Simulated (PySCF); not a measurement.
```yaml
atoms:
  - { symbol: Al, position_ang: [0.0000, 0.0000, -2.0762] }
  - { symbol: Ge, position_ang: [0.0000, 0.0000, 0.7578] }
```

The calculation used PBE0/def2-SVP, non-relativistic Hamiltonian with scalar-relativistic core potentials where named, at a bond length of 2.834 Å (PySCF).

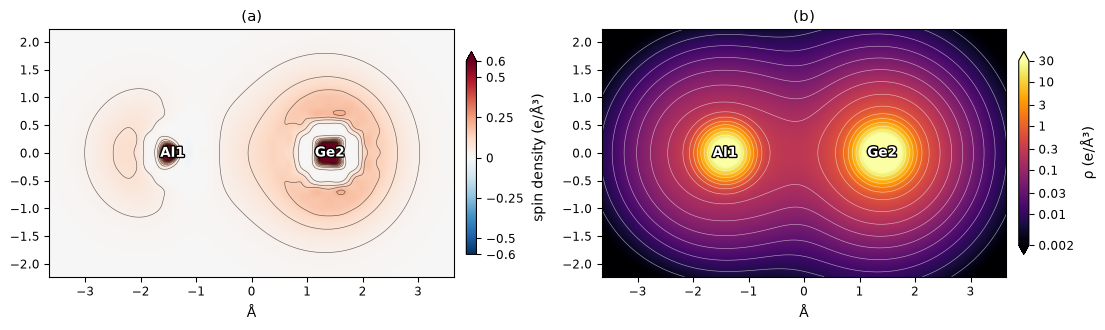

AlGe (charge +1, triplet). (a) spin density (α minus β); (b) total electron density on a plane that holds the molecular axis.

### Describe what can be read from this map.

Atoms in the plane: Al and Ge. Al–Ge (2.83 Å): ρ at the midpoint is about 0.27 e/Å³. The unpaired spin (2 electrons) lies mostly on Ge2 (about 1.4) and Al1 (about 0.6), in electrons by Hirshfeld's partition.
